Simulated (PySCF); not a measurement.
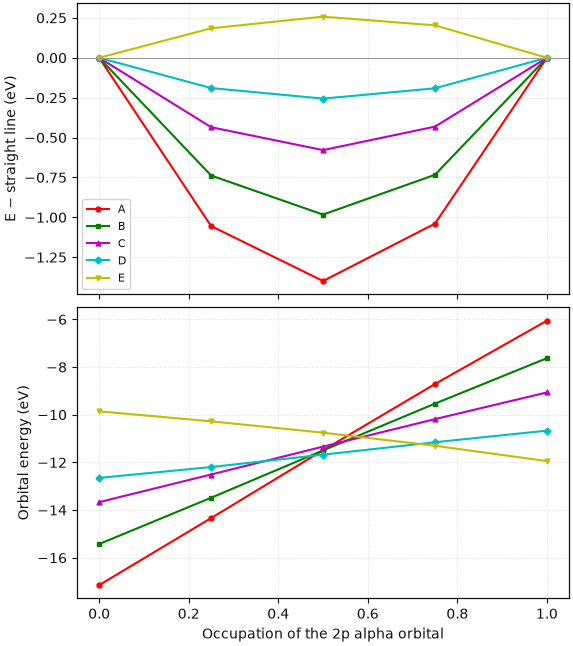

One 2p alpha orbital of neutral carbon ([He] 2s² 2p²) is emptied in steps. The plot gives the energy less the straight line between the integer ends; the lower panel gives the orbital energy. PySCF, def2-TZVPPD, non-relativistic, unrestricted single determinants, no spin-orbit coupling. The curves are BHandHLYP, HF, LC-wPBE, PBE and PBE0 in some order.

Question: Which curve is which method, and what does its shape mean?

Answer: A is PBE: convex (delocalisation error), largest departure −1.4 eV, removal energy 11.53 eV, orbital energy from −6.06 eV when full to −17.1 eV when empty; B is PBE0: convex (delocalisation error), largest departure −0.98 eV, removal energy 11.51 eV, orbital energy from −7.63 eV when full to −15.4 eV when empty; C is BHandHLYP: convex (delocalisation error), largest departure −0.58 eV, removal energy 11.35 eV, orbital energy from −9.07 eV when full to −13.7 eV when empty; D is LC-wPBE: convex (delocalisation error), largest departure −0.26 eV, removal energy 11.67 eV, orbital energy from −10.7 eV when full to −12.7 eV when empty; E is HF: concave (localisation error), largest departure 0.26 eV, removal energy 10.80 eV, orbital energy from −11.9 eV when full to −9.86 eV when empty. The measured removal energy is 11.26 eV. The exact energy is a straight line between whole electron numbers.
